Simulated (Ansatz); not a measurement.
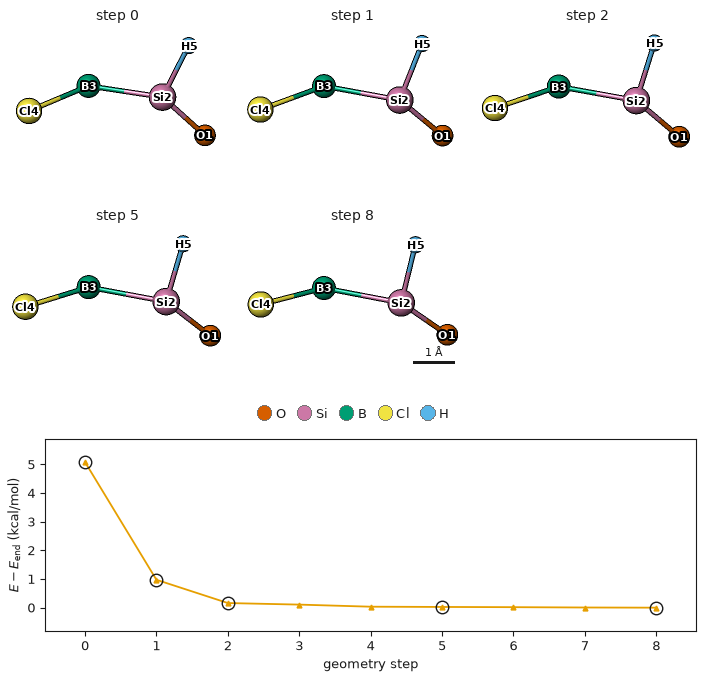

Frames of a relaxation of BSiHOCl (charge −1), marked on the history of the run. The picture is a ball-and-stick view, seen at a tilt.

The run prepares the start of a later molecular dynamics calculation, from a guessed geometry.

Computed with RKS PBE-D4/def2-SVP (Ansatz 0.2.0). Set-up: no spin polarisation; force threshold 0.02 eV/Å; at most 40 steps.

What happens along the run?

Answer. After 8 geometry steps the energy has fallen by 5.08 kcal/mol. Largest force component: 2.3 eV/Å at the start, 0.017 eV/Å at the end. The atom that moves furthest after the best rigid fit is O1 (0.22 Å). Largest moves by element: O 0.22 Å, H 0.21 Å, Cl 0.18 Å, Si 0.18 Å, B 0.10 Å. Some distances before and after: Si2–B3 1.875 → 1.961 Å, O1–Si2 1.538 → 1.591 Å, B3–Cl4 1.818 → 1.795 Å, Si2–H5 1.545 → 1.566 Å. Among the angles between lasting bonds that change: B3–Si2–H5 111.3° → 96.2°, Si2–B3–Cl4 128.7° → 135.3°, O1–Si2–H5 112.4° → 117.7°. The run took 20 s on 1 thread of Arm Neoverse V1 (shared host), peak memory 0.15 GiB. From step 0 to 1: Si2 moves most (0.12 Å), energy −4.11 kcal/mol. From step 1 to 2: H5 moves most (0.07 Å), energy −0.81 kcal/mol. From step 2 to 5: Cl4 moves most (0.04 Å), energy −0.14 kcal/mol. From step 5 to 8: H5 moves most (0.07 Å), energy −0.03 kcal/mol.

Limits of the set-up: the basis has no diffuse functions, which an anion needs.
